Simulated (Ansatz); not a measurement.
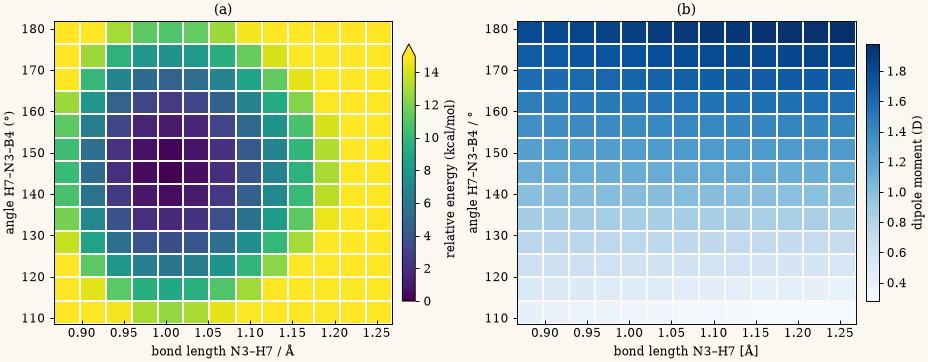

B2FH2NO, SMILES OB1NB1F. 
- The first coordinate is: bond length N3–H7; the second: angle H7–N3–B4.
- Nothing is relaxed (all other coordinates rigid).
- The grid has 13 × 13 points.
- Points are written as (first, second).
- All energies are given in kcal/mol relative to the lowest grid point.
- All numbers below come from RKS BHLYP-D4/def2-TZVP in Ansatz.

Panel (a) is the energy and panel (b) the computed dipole moment on the same grid.

The picture shows one coloured cell a grid point, one colour for all values above the top of the scale.

How does the dipole moment vary over the map, and what is it at the lowest grid point?

Answer. Leaving out the highest fifth of the energies, it runs from 0.33 D at (1.098 Å, 111.4°) to 1.94 D at (1.129 Å, 179.0°). At the lowest grid point, (1.005 Å, 145.2°), it is 1.14 D.
